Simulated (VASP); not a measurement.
Band structure of AlN (zinc blende). All values below come from r2SCAN+rVV10, VASP's PBE PAW potentials (set 64) (plane waves; VASP).

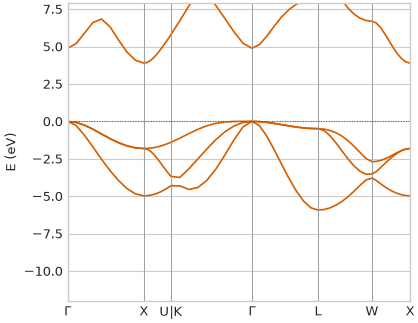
*Bands along high-symmetry lines, zero at the valence-band maximum or, without a gap, the Fermi level*

### Question
Read the plot: is there a gap, and where are the band edges?

### Answer
The gap is indirect, 3.89 eV, from the valence maximum at Γ to the conduction minimum at X.

Measured: gap 5.34 eV (computed value off by -1.45 eV), as given by Daiki Deguchi et al., Japanese Journal of Applied Physics (2016), arXiv:1512.06930.

The compound is AlN in the zinc blende structure, a metastable form; wurtzite is the usual one. It was relaxed first.
